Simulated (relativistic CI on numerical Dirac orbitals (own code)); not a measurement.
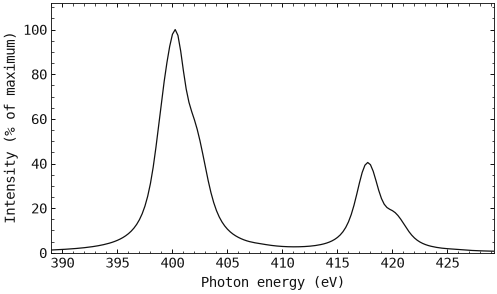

M₂,₃ X-ray absorption of Mo IV (Mo³⁺), [Kr] 4d³, in a field of D4h symmetry with 10Dq = 27,300, Ds = −210, Dt = 540 cm⁻¹. Multiplet model: relativistic Dirac–Coulomb–Breit theory, one configuration a step, Slater integrals scaled by 0.9, 10 K, Voigt broadening (Lorentzian 2 eV, Gaussian 0.4 eV full widths), computed with a radial Dirac CI code.

### Describe the spectrum.

The main maxima lie at 400.2 eV (100) and 417.8 eV (40), heights in % of the largest; the centroid is at 405.4 eV. The lower edge holds 0.73 of the intensity (branching ratio, edges parted at 414 eV), and the core spin-orbit splitting of the orbitals is 17.9 eV. The ground state has S = 1.50.

Known limits: free-ion energies, so absolute edge positions are off by a few eV from solids.
